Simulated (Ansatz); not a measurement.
```yaml
atoms:
  - { symbol: Al, position_ang: [-0.3780, -0.3043, -0.7810] }
  - { symbol: N, position_ang: [1.2027, 0.9544, -0.3504] }
  - { symbol: H, position_ang: [0.4301, -1.4134, -1.6189] }
  - { symbol: H, position_ang: [-1.2722, 0.7284, -1.6290] }
  - { symbol: H, position_ang: [1.9217, 0.4792, 0.1855] }
  - { symbol: C, position_ang: [-1.0016, -0.7913, 1.0277] }
  - { symbol: H, position_ang: [0.8993, 1.7641, 0.1807] }
  - { symbol: H, position_ang: [1.6259, 1.2879, -1.2104] }
  - { symbol: H, position_ang: [-0.2353, -1.3101, 1.6146] }
  - { symbol: H, position_ang: [-1.8590, -1.4708, 0.9720] }
  - { symbol: H, position_ang: [-1.3336, 0.0761, 1.6092] }
```

The product side of a reaction path; geometry: PBE0-D4/def2-TZVP.

Theory: RKS PBE0-D4/def2-TZVPP in Ansatz 0.2.0.

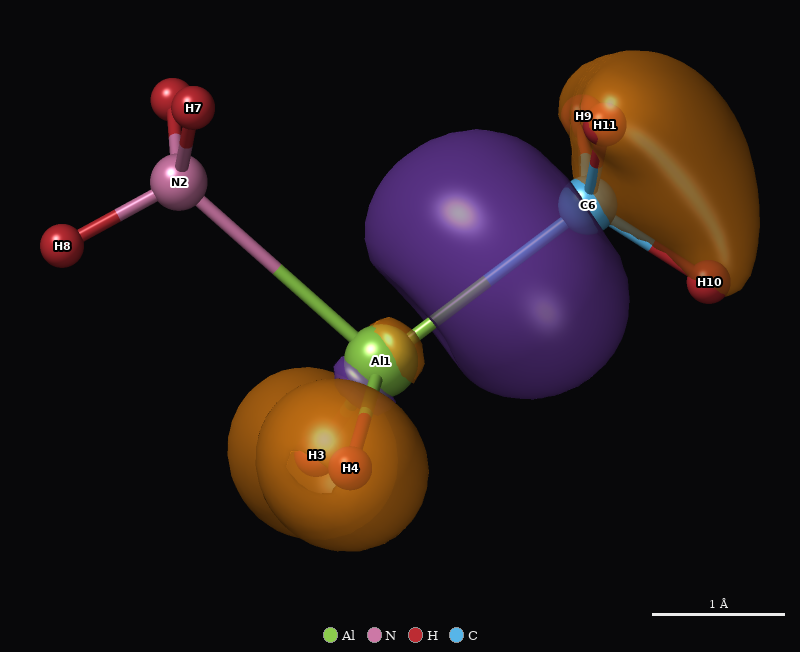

CH8AlN. The HOMO at ±0.15 Å⁻³ᐟ² (orange and purple are the two phases), seen across its widest extent.

What is the character of this orbital?

Its weight (Hirshfeld) is mainly on C6 (about 45 %), Al1 (about 25 %), H4 (about 10 %) and H3 (about 10 %). Its energy is −7.11 eV.
